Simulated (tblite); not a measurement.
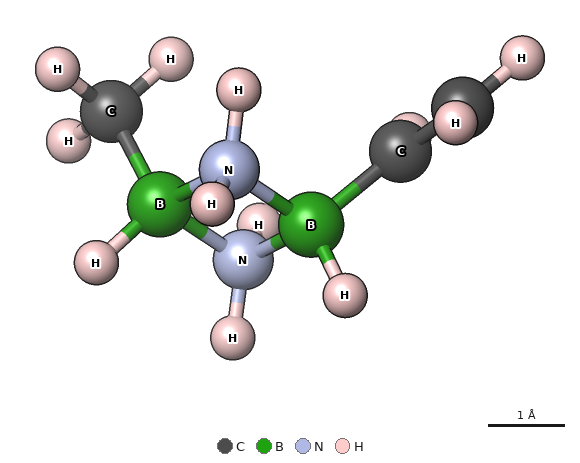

This is the input geometry for a relaxation of C$_{3}$H$_{12}$B$_{2}$N$_{2}$. The picture is a ball-and-stick view, seen at a tilt.

Computed with tblite 0.8.0, GFN2-xTB geometry optimisation, gas phase.

```xyz
19

C    -2.8068   -0.4147   -0.2237
C    -1.6077   -0.3816   -0.7899
B    -0.5624    0.7818   -0.4539
N    -0.0668    0.7398    0.9894
B     1.3067    0.5347    0.3352
C     1.9737   -0.8804    0.7084
N     0.8007    0.5712   -1.1308
H    -3.1264    0.3661    0.4757
H    -3.4987   -1.2196   -0.4591
H    -1.3264   -1.1744   -1.4684
H    -1.0303    1.8568   -0.7304
H    -0.4036   -0.1012    1.5414
H    -0.1525    1.6551    1.4947
H     2.0505    1.4490    0.5557
H     1.2757   -1.7042    0.4911
H     2.2245   -0.8897    1.8047
H     2.9106   -1.0160    0.1266
H     0.8993   -0.3469   -1.6334
H     1.1301    1.4158   -1.6407
```

What does the optimiser find from here?

The energy falls by 0.527 eV in 118 geometry steps. The atom that moves furthest after the best rigid fit is H10 (1.04 Å). Largest moves by element: H 1.04 Å, C 0.33 Å, B 0.20 Å, N 0.12 Å. Some distances before and after: B3–N4 1.527 → 1.582 Å, B3–N7 1.536 → 1.591 Å, N4–H12 1.061 → 1.013 Å, B5–N7 1.551 → 1.592 Å. Among the angles between lasting bonds that change: H18–N7–H19 116.4° → 108.1°, H12–N4–H13 114.5° → 108.2°, C1–C2–B3 121.3° → 127.1°. Groups turn about C2–B3 by about 45°. The run took 1.1 s on 1 thread of Arm Neoverse N1, on a shared host.

Step by step:

```tsv
step	E − E(0), eV
0	0.0000
1	-0.2674
2	-0.3438
3	-0.4121
4	-0.4348
5	-0.4536
6	-0.4649
7	-0.4731
8	-0.4787
9	-0.4817
10	-0.4838
16	-0.4909
21	-0.4931
27	-0.4945
33	-0.4955
38	-0.4960
44	-0.4967
50	-0.4987
55	-0.5015
61	-0.5069
67	-0.5149
73	-0.5224
78	-0.5246
84	-0.5251
90	-0.5254
95	-0.5257
101	-0.5260
107	-0.5263
112	-0.5265
118	-0.5266
```

Final geometry:

```xyz
19

C    -2.6345   -0.6538   -0.1087
C    -1.7509   -0.1182   -0.9364
B    -0.6126    0.9381   -0.5752
N    -0.0970    0.8292    0.9167
B     1.3625    0.5544    0.3514
C     1.9434   -0.8691    0.8424
N     0.8074    0.4930   -1.1390
H    -2.6598   -0.4061    0.9429
H    -3.3929   -1.3546   -0.4261
H    -1.8200   -0.4144   -1.9808
H    -0.8679    2.0593   -0.8779
H    -0.4894    0.0378    1.4120
H    -0.2121    1.6518    1.4929
H     2.0768    1.4894    0.5111
H     1.2468   -1.6869    0.6563
H     2.1592   -0.8691    1.9094
H     2.8750   -1.1209    0.3390
H     0.8154   -0.4391   -1.5348
H     1.2407    1.1207   -1.8028
```

The end point in the same view:

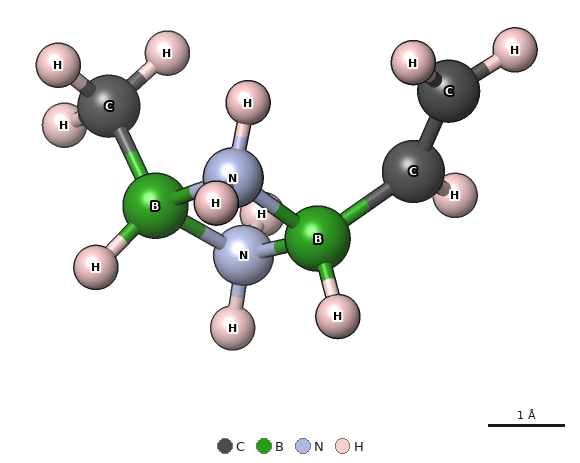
